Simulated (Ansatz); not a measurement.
**BF2H2N + HCl: a complex and its separated parts**

Aim: how far the complex at one end of a reaction step lies below its separated, relaxed parts, level by level.

The runs use Ansatz 0.2.0, Gaussian basis; PBE0-D4/def2-TZVP structures, single points in def2-TZVPP, no counterpoise correction.

Levels: SPW92, PBE-D4, BLYP-D4, r2SCAN-D4, B97M-V, PBE0-D4, B3LYP-D4, r2SCAN0-D4, BHLYP-D4, CAM-B3LYP-D4, wB97X-V, wB97M-V, B2PLYP, PBE-QIDH, RPA on PBE, Hartree-Fock, MP2, CCSD, CCSD(T).

Cores are frozen in the correlated methods. B3LYP uses VWN-RPA correlation. B2PLYP carries no dispersion term here.

94 further runs of the same task are left out: 94 set aside as unsound or not needed. Runs told in other sessions of the task aren't counted.

## Step 1: Starting geometry

The complex: 8 atoms, charge 0, spin multiplicity 1.

Atoms are counted from 1 here; the program's logs count them from 0.

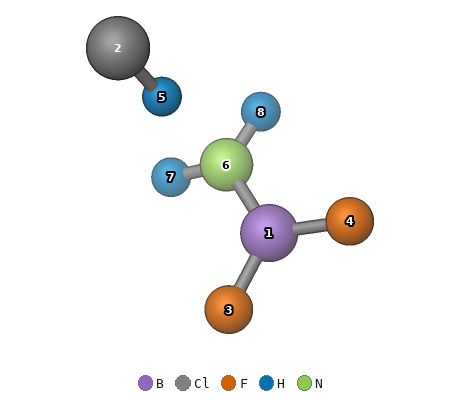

As it starts; boron purple, chlorine grey, fluorine orange, hydrogen blue, nitrogen green; atoms are numbered from 1 in the order of the file.

Geometry (Å):

```xyz
8
BClF2H3N
B    -0.74315    0.90802   -0.00667
Cl    1.90716   -1.60102   -1.49229
F    -1.86041    0.72493   -0.69158
F    -0.17989    2.10523   -0.02467
H     1.08730   -0.98811   -0.69461
N    -0.14587   -0.15726    0.69305
H    -0.65636   -1.00834    0.86083
H     0.59133    0.01645    1.35597
```

Its parts: BF2H2N holds atoms 1, 3, 4, 6, 7, 8; HCl holds atoms 2, 5. Each part counts its atoms afresh in its own runs.

## Step 2: Relaxing BF2H2N alone

File relax-a/in.yaml:

```yaml
crystal:
  periodic: [false, false, false]
  atoms:
    - {symbol: B, position_ang: [-0.743153, 0.908020, -0.006673]}
    - {symbol: F, position_ang: [-1.860415, 0.724931, -0.691583]}
    - {symbol: F, position_ang: [-0.179889, 2.105228, -0.024675]}
    - {symbol: N, position_ang: [-0.145871, -0.157256, 0.693046]}
    - {symbol: H, position_ang: [-0.656365, -1.008343, 0.860826]}
    - {symbol: H, position_ang: [0.591331, 0.016451, 1.355965]}
basis:
  gaussian: {orbitals: def2-TZVP}
hamiltonian: {xc: pbe0, dispersion: d4}
relax: {f_tol: 0.005, max_steps: 200}
```

Run with:

```
$ ansatz run in.yaml --threads 4 --pin off --events-out ev --progress --plain --max-ram 9574MiB
```

The runs that follow: Relaxing HCl alone; SPW92/def2-TZVPP; PBE-D4/def2-TZVPP; BLYP-D4/def2-TZVPP; r2SCAN-D4/def2-TZVPP; B97M-V/def2-TZVPP; PBE0-D4/def2-TZVPP; B3LYP-D4/def2-TZVPP; r2SCAN0-D4/def2-TZVPP; BHLYP-D4/def2-TZVPP; CAM-B3LYP-D4/def2-TZVPP; wB97X-V/def2-TZVPP; wB97M-V/def2-TZVPP; B2PLYP/def2-TZVPP; PBE-QIDH/def2-TZVPP; RPA on PBE/def2-TZVPP; CCSD(T)/def2-TZVPP; Vibrations of BF2H2N; Vibrations of HCl.

**Question.** What will these runs give? Wanted: complex less parts, CCSD(T)/def2-TZVPP; with zero-point energy; largest T1 diagnostic.

The runs gave:

```
                              quantity         value
complex less parts, CCSD(T)/def2-TZVPP  -10.4 kJ/mol
                with zero-point energy   -4.5 kJ/mol
                 largest T1 diagnostic         0.011
```

In words: At CCSD(T) the complex lies 10.4 kJ/mol below its parts. The functionals run from PBE-QIDH, off by -0.7 kJ/mol, to SPW92, off by -16.5 kJ/mol, against CCSD(T). Mean unsigned error by rung: LDA 16.5, GGA 6.7, meta-GGA 3.6, hybrid 3.0, range-separated hybrid 1.4, double hybrid 0.9 kJ/mol. The double hybrids carry no dispersion term here, unlike the levels marked D4 or V. PBE-D4 gives a relative energy 7.9 kJ/mol too low, an error of 76 % of the reference. No counterpoise was applied, and triple zeta lacks some correlation, so the CCSD(T) reference has a basis error of its own, and close matches with it are partly luck.
